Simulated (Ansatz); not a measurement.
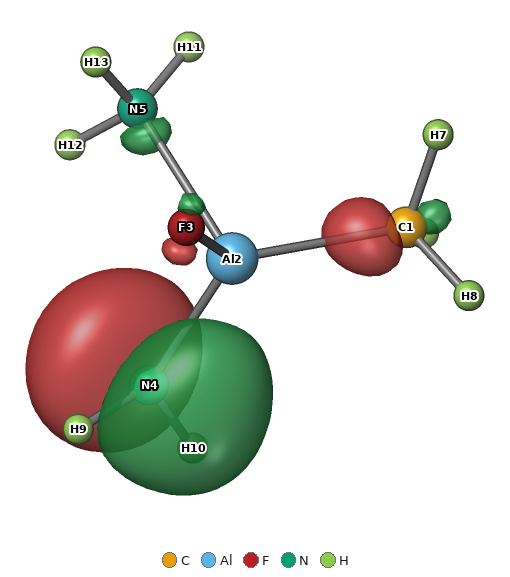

*CH8AlFN2. One frontier orbital at ±0.15 Å⁻³ᐟ² (green and red are the two phases), seen across its widest extent.*

Geometry: PBE0-D3(BJ)/def2-SVP.

Level of theory: Ansatz 0.2.0, isolated molecule in a Gaussian basis; Kohn-Sham density functional theory, functional PBE0.

```xyz
13

C    -0.4441   -0.1840    1.2770
Al    0.6206   -1.8293    1.1999
F     1.8034   -2.0728    2.3953
N     1.0209   -2.5662   -0.4018
N    -0.6229   -3.2763    1.9733
H    -1.3043   -0.1976    0.5849
H    -0.8414    0.0076    2.2889
H     0.1608    0.6984    1.0077
H     1.8683   -3.1104   -0.5323
H     0.8190   -2.0872   -1.2735
H    -1.5692   -2.9779    2.2066
H    -0.6766   -4.0094    1.2646
H    -0.1875   -3.6632    2.8115
```

Which orbital is it: HOMO or LUMO?

The HOMO, at −6.63 eV. By Hirshfeld shares it lies mainly on N4 (about 70 %); largely a lone pair of N4.
